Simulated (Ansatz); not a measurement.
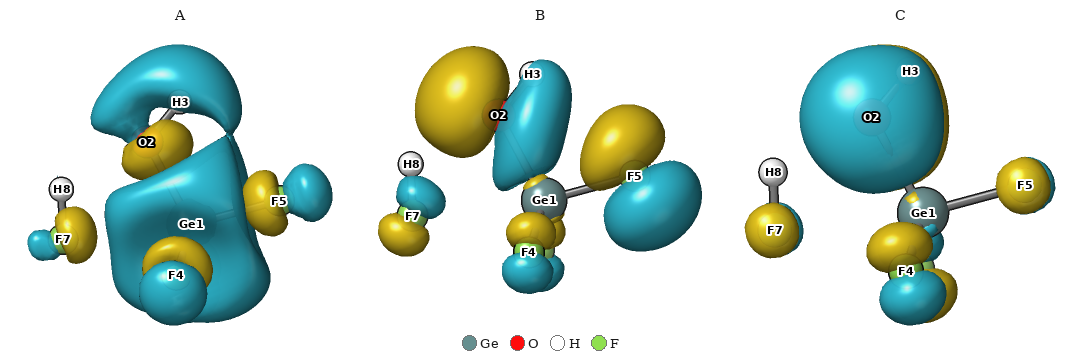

F3GeHO···HF. Three frontier orbitals at ±0.08 Å⁻³ᐟ² (yellow and cyan are the two phases), in no order.

The calculation used RKS r2SCANh-D4/def2-SVP in Ansatz.

```yaml
atoms:
  - { symbol: Ge, position_ang: [-0.0690, -0.0499, 0.0808] }
  - { symbol: O, position_ang: [-0.1814, -0.1738, 1.8270] }
  - { symbol: H, position_ang: [-0.7546, 0.5004, 2.2122] }
  - { symbol: F, position_ang: [1.4599, 0.3810, -0.5241] }
  - { symbol: F, position_ang: [-1.0668, 1.3005, -0.2761] }
  - { symbol: F, position_ang: [-0.7662, -1.3323, -0.7903] }
  - { symbol: F, position_ang: [1.2491, -1.8936, 0.9247] }
  - { symbol: H, position_ang: [0.9418, -1.6270, 1.7686] }
```

Question: Order the three orbitals by energy and name them.

Answer: B is the HOMO−1 (−10.60 eV). It lies mainly on F5 (about 45 %), O2 (about 40 %) and Ge1 (about 5 %); largely a combination of lone pairs on F5 and O2. C is the HOMO (−10.01 eV). Its weight (Hirshfeld) is mainly on O2 (about 75 %); largely a lone pair of O2. A is the LUMO (−1.24 eV). By Hirshfeld shares it lies mainly on Ge1 (about 40 %), O2 (about 15 %), F4 (about 10 %), F6 (about 10 %), F5 (about 10 %) and H3 (about 5 %).

Question: What is the HOMO–LUMO gap?

Answer: 8.77 eV between the orbital energies.
